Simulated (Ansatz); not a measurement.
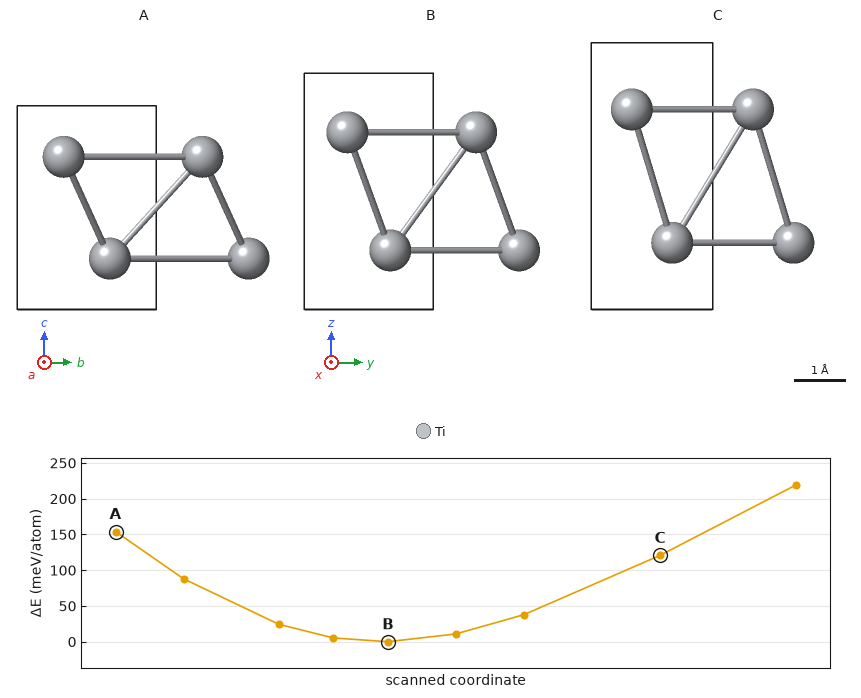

Frames of a one-coordinate scan of solid Ti (P6_3/mmc). x, y and z are the Cartesian axes of the input. A ball-and-stick model of the cell of the calculation, repeated 2 × 2 × 1 with one cell outlined, seen along the a axis.

These are results of Ansatz, DFT PBE, scalar-relativistic, plane waves, PAW, not measurements. (plane-wave cutoff 420 eV; k-point mesh 24 × 24 × 14; occupations gaussian; smearing width 0.15 eV; no spin polarisation). Energies (free energies at the smearing named) are counted from the cell as listed in its source, which wasn't relaxed.

Q: Which coordinate changes from frame to frame?

A: The ratio of the cell's length along z to its lengths across, counted as 1 for the reference, is changed at fixed volume (a c/a path), with the atoms kept at their fractional coordinates. In the frames the relative ratio is 0.80 (A), 1.00 (B), 1.20 (C). Of the computed points the lowest is at the relative ratio 1.00, 0.0 meV/atom. At the ends of the scan the energy is 154.1 meV/atom (0.80) and 219.4 meV/atom (1.30). The unrelaxed reference is under a pressure of −1.6 GPa. The distortion keeps the space group P6_3/mmc. At the relative ratio 1.30 the cell of the drawing goes a 2.950 → 2.703 Å, b 2.950 → 2.703 Å, c 4.686 → 5.582 Å.
